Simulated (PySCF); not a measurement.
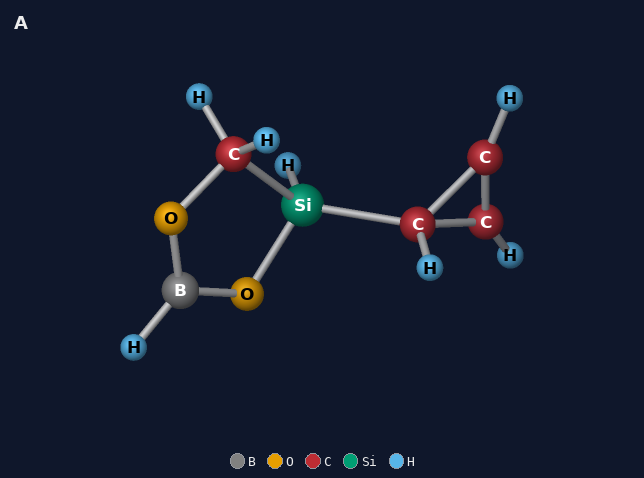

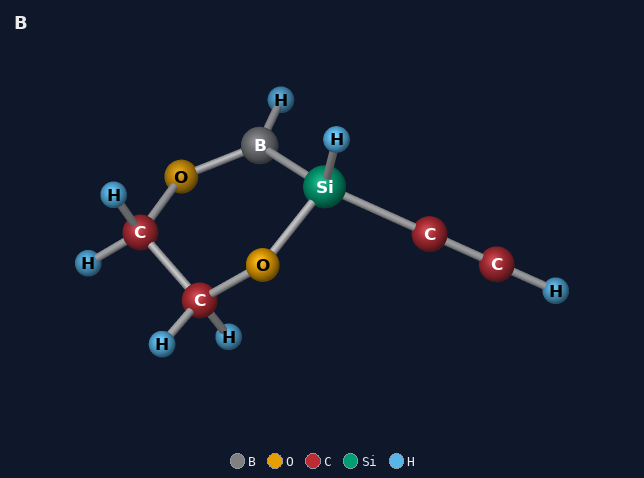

2 stationary structures of one formula. Geometries: GFN2-xTB. Electronic energies: PBE0/pcSseg-1 (PySCF 2.14.0), without zero-point energy. No frequency run is at hand to confirm each as a minimum. Each is one conformer, not always the lowest.

### How are they related?

They are constitutional isomers of C4H7BO2Si: A `B1OC[Si@@H](C2C=C2)O1`, B `C#C[Si@H]1BOCCO1`.

### Which structure is the most stable?

A is lowest; B lies 1.184 eV above it.

The geometry is semi-empirical. Around B, Si such bond lengths and angles can be off by a tenth of an ångström or more and by several degrees, and values that hang on the shape move with them.
